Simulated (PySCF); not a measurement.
# C$_{4}$H$_{11}$Cl$_{2}$PSi$_{2}$: what the fields show

```xyz
20

C     3.4369   -0.0528    0.0400
C     2.3676    0.2864   -0.6635
Si    0.8924   -0.8351   -1.0103
Si   -0.9091    0.0354    0.2295
C    -1.2598    1.8899   -0.0840
P    -1.0506   -0.2433    2.4689
C    -2.5395   -0.8531   -0.3568
Cl   -2.4377   -2.5757    0.0647
Cl   -2.7368   -0.6823   -2.1105
H     3.5444   -1.0375    0.4647
H     4.2569    0.6257    0.2216
H     2.3231    1.2919   -1.0666
H     0.6343   -0.8170   -2.4552
H     1.2377   -2.2049   -0.6073
H    -1.5084    2.0724   -1.1246
H    -2.0865    2.2474    0.5249
H    -0.3893    2.4909    0.1598
H    -0.4959   -1.5105    2.4841
H     0.1706    0.3598    2.7201
H    -3.4553   -0.4769    0.0975
```

Geometry: GFN2-xTB.

These are results of PySCF 2.14.0, PBE0/pcSseg-1, SCF density, gas phase, non-relativistic, not measurements.

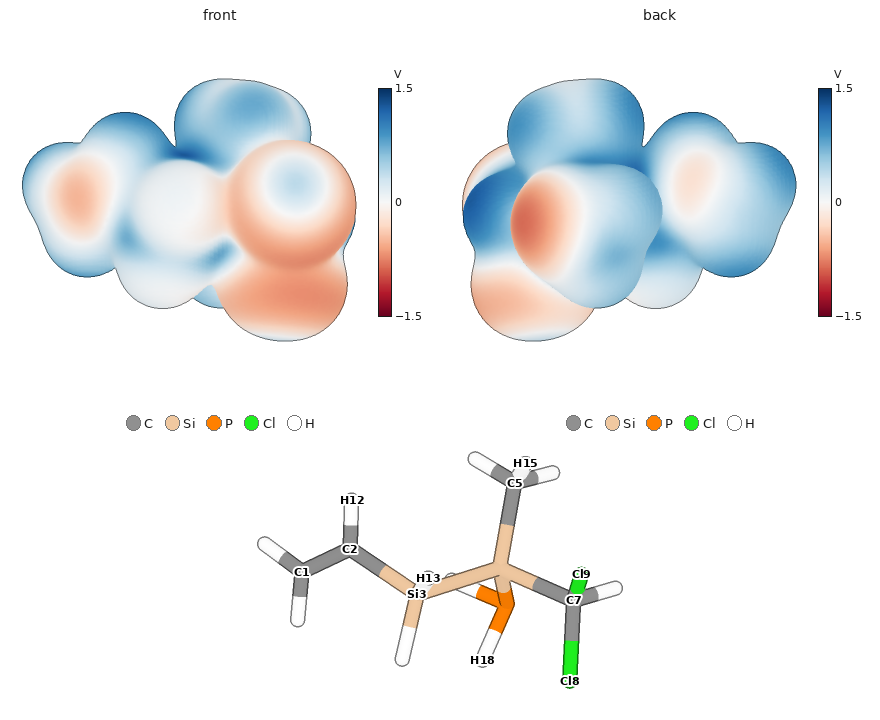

Figure 1. The electrostatic potential painted on the density surface at 0.002 e/bohr³, seen from the front and from behind; red is negative and blue positive. The bare structure is drawn below in the same view.

> Where is the surface potential most negative and most positive?

The most negative region (about −0.8 V, or −18 kcal/mol for a unit charge) lies over P6, the most positive (about +1.2 V, or +28 kcal/mol for a unit charge) over Si3 and H20. Cl8 shows a σ-hole: about +0.4 V, or +9 kcal/mol for a unit charge at the tip opposite its bond, against about −0.3 V, or −7 kcal/mol for a unit charge on its flanks. Cl9 shows a σ-hole: about +0.4 V, or +9 kcal/mol for a unit charge at the tip opposite its bond, against about −0.3 V, or −7 kcal/mol for a unit charge on its flanks.

> What dipole moment does the calculation give?

Its dipole moment is 2.75 D.

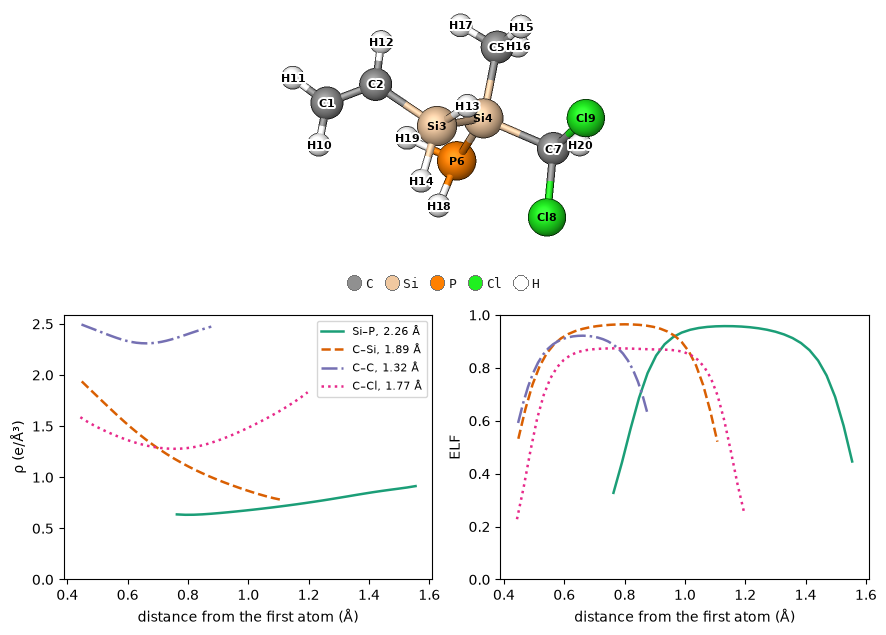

Figure 2. Electron density and electron localisation function along straight lines between neighbouring atoms. The curves leave out the atomic cores. The structure is drawn too.

> What can be read from the curves?

Si–P (2.26 Å): ρ is about 0.72 e/Å³ halfway, with its minimum of 0.63 e/Å³ about 0.8 Å from Si; the ELF peaks at about 0.95 between the atoms: a covalent bond.
C–Si (1.89 Å): ρ at the midpoint is about 0.93 e/Å³; the ELF peaks at about 0.95 between the atoms; localised, covalent bonding.
C–C (1.32 Å): the density is about 2.3 e/Å³ at the midpoint; the ELF peaks at about 0.90 between the atoms: a short, multiple covalent bond.
C–Cl (1.77 Å): ρ at the midpoint is about 1.3 e/Å³; the ELF peaks at about 0.85 between the atoms, as expected for a covalent bond.
